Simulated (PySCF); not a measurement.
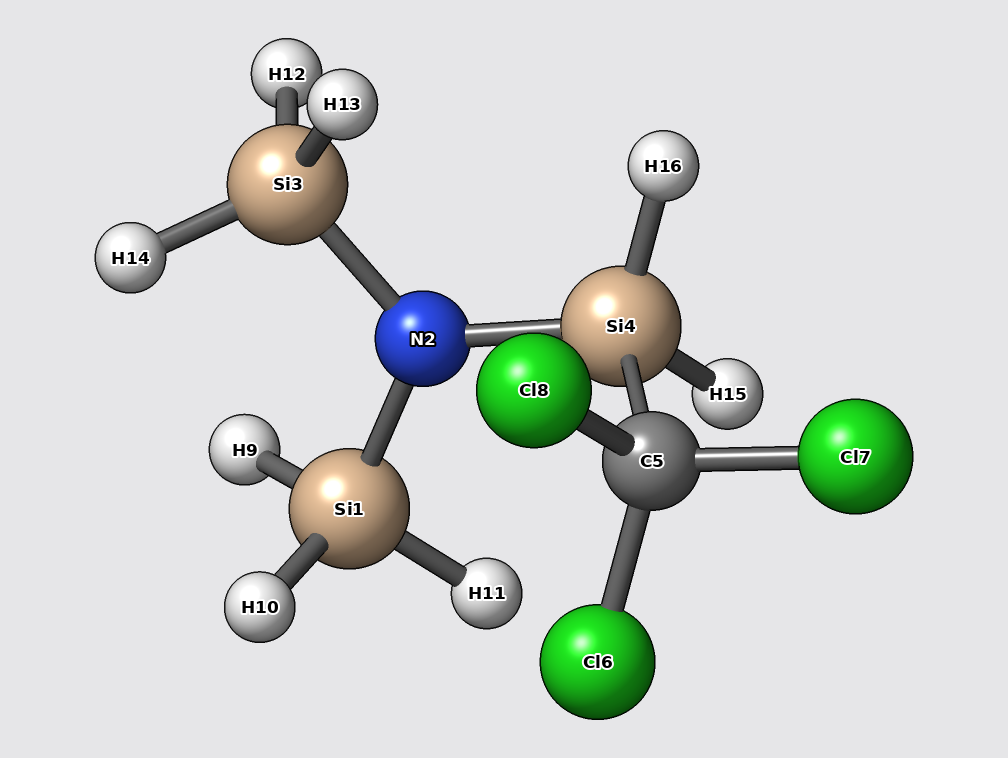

The thickness of each stick grows with its Mayer bond order. The computed structure is the end point of a GFN2-xTB optimisation. No frequency run is at hand to confirm it as a minimum. Computed with PBE0/pcSseg-1 (PySCF 2.14.0).

Which bond between heavy atoms has the lowest Mayer bond order?

Si4–C5, 0.62, at 1.947 Å.

List the Mayer bond orders of Si1–N2, N2–Si3, N2–Si4, Si4–C5, C5–Cl6, C5–Cl7, C5–Cl8 (bonds between heavy atoms, one of each equivalent set).

```
  bond  Mayer order  length (Å)
Si1–N2         0.84       1.763
N2–Si3         0.85       1.760
N2–Si4         0.98       1.720
Si4–C5         0.62       1.947
C5–Cl6         1.00       1.771
C5–Cl7         1.01       1.772
C5–Cl8         1.01       1.772
```

The geometry is semi-empirical. Around Si such bond lengths and angles can be off by a tenth of an ångström or more and by several degrees, and values that hang on the shape move with them.
